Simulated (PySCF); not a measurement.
## Al⁺: atomic calculation

- system: Al⁺, configuration 1s2 2s2 2p6 3s2, multiplicity 1.
- method: unrestricted HF, 6-31G*, non-relativistic, point nucleus (PySCF)

### Summary

- outcome: converged
- total energy: −241.652048 hartree
- kinetic energy: 241.597110 hartree
- −E/T (1 by the virial theorem at the basis-set limit): 1.0002
- SCF iterations: 12
- hardware: 1 thread of Arm Neoverse N1, 15 GiB of memory available, shared host

### Remarks

Limits: level shift left on, which raises the virtual orbital energies.

### Input
```python
from pyscf import gto, scf, dft, mp, cc
import basis_set_exchange as bse
mol = gto.M(atom="Al 0 0 0", charge=1, spin=0, symmetry="D2h",
            basis=gto.basis.parse(bse.get_basis("6-31G*", elements=["Al"], fmt="nwchem", header=False)))
mf = scf.UHF(mol)
mf.irrep_nelec = {'Ag': (3, 3), 'B1u': (1, 1), 'B2u': (1, 1), 'B3u': (1, 1)}
mf.kernel()
```

The script is an equivalent of what the driver set up; the driver computed the properties (radii, ⟨L²⟩, response) afterwards. It also set what the script leaves out: max_cycle = 50, level_shift = 0.5, guess = atom. It held the occupations shell by shell, which the script's counts by irreducible representation don't always enforce.

Launched within a batch (the task file carries these settings):
```bash
OMP_NUM_THREADS=1 python <driver script> TASK.json OUT
```

### Output (extracts)
```
damping factor = 0
level_shift factor = 0.5
DIIS = <class 'pyscf.scf.diis.CDIIS'>
diis_start_cycle = 1
diis_space = 10
diis_damp = 0
SCF conv_tol = 1e-09
SCF conv_tol_grad = None
number electrons alpha = 6  beta = 6
irrep_nelec {'Ag': (3, 3), 'B1g': (0, 0), 'B2g': (0, 0), 'B3g': (0, 0), 'B1u': (1, 1), 'B2u': (1, 1), 'B3u': (1, 1)}
alpha HOMO (Ag) = -0.407894073778247  LUMO (B2u) = 0.404957682058099
  HOMO = -0.407894073778  LUMO = 0.404957682058  gap/eV = 22.11882
cycle= 1 E= -241.646302926472  delta_E= 0.107  |g|= 0.0545  |ddm|= 0.28
alpha HOMO (Ag) = -0.660429183229193  LUMO (B2u) = 0.292297142877632
  HOMO = -0.660429183229  LUMO = 0.292297142878  gap/eV = 25.92500
cycle= 2 E= -241.650205926809  delta_E= -0.0039  |g|= 0.0304  |ddm|= 0.144
alpha HOMO (Ag) = -0.652764720742145  LUMO (B1u) = 0.303932724021263
  HOMO = -0.652764720742  LUMO = 0.303932724021  gap/eV = 26.03306
cycle= 3 E= -241.6516565434  delta_E= -0.00145  |g|= 0.014  |ddm|= 0.106
alpha HOMO (Ag) = -0.652271587819918  LUMO (B1u) = 0.304945894979447
  HOMO = -0.65227158782  LUMO = 0.304945894979  gap/eV = 26.04721
cycle= 4 E= -241.651974537035  delta_E= -0.000318  |g|= 0.00607  |ddm|= 0.0528
alpha HOMO (Ag) = -0.652286460366916  LUMO (B3u) = 0.304902573281861
  HOMO = -0.652286460367  LUMO = 0.304902573282  gap/eV = 26.04644
cycle= 5 E= -241.652034303519  delta_E= -5.98e-05  |g|= 0.00264  |ddm|= 0.0232
alpha HOMO (Ag) = -0.652243310753919  LUMO (B3u) = 0.304868386824353
  HOMO = -0.652243310754  LUMO = 0.304868386824  gap/eV = 26.04434
cycle= 6 E= -241.65204559595  delta_E= -1.13e-05  |g|= 0.00114  |ddm|= 0.0102
alpha HOMO (Ag) = -0.652243939774629  LUMO (B1u) = 0.304866912156827
  HOMO = -0.652243939775  LUMO = 0.304866912157  gap/eV = 26.04431
cycle= 7 E= -241.652047690186  delta_E= -2.09e-06  |g|= 0.00049  |ddm|= 0.00439
alpha HOMO (Ag) = -0.652242255599431  LUMO (B3u) = 0.304865587227988
  HOMO = -0.652242255599  LUMO = 0.304865587228  gap/eV = 26.04423
cycle= 8 E= -241.652048079076  delta_E= -3.89e-07  |g|= 0.000211  |ddm|= 0.0019
alpha HOMO (Ag) = -0.652242388794199  LUMO (B3u) = 0.304865599896322
  HOMO = -0.652242388794  LUMO = 0.304865599896  gap/eV = 26.04423
cycle= 9 E= -241.652048150986  delta_E= -7.19e-08  |g|= 9.06e-05  |ddm|= 0.000815
alpha HOMO (Ag) = -0.652242386312096  LUMO (B3u) = 0.304865586662255
  HOMO = -0.652242386312  LUMO = 0.304865586662  gap/eV = 26.04423
cycle= 10 E= -241.652048164289  delta_E= -1.33e-08  |g|= 3.9e-05  |ddm|= 0.000351
alpha HOMO (Ag) = -0.652242375260145  LUMO (B3u) = 0.304865578148367
  HOMO = -0.65224237526  LUMO = 0.304865578148  gap/eV = 26.04423
cycle= 11 E= -241.652048166751  delta_E= -2.46e-09  |g|= 1.68e-05  |ddm|= 0.000151
alpha HOMO (Ag) = -0.652242370363732  LUMO (B3u) = 0.304865574964229
  HOMO = -0.652242370364  LUMO = 0.304865574964  gap/eV = 26.04423
cycle= 12 E= -241.652048167206  delta_E= -4.56e-10  |g|= 7.22e-06  |ddm|= 6.49e-05
converged SCF energy = -241.652048167206  <S^2> = 8.8817842e-16  2S+1 = 1
```

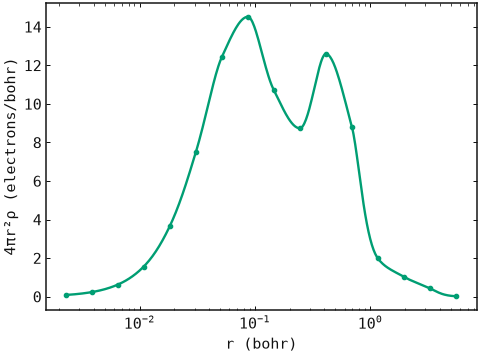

Spherically averaged radial density 4πr²ρ of the mean field; markers are the stored points, which are sparse, and the line is a monotone interpolation between them. The largest stored value is 14.5 electrons/bohr at r = 0.087 bohr. Root-mean-square radii of the shells: 1s 0.139, 2p 0.674, 2s 0.677, 3s 2.62 bohr.
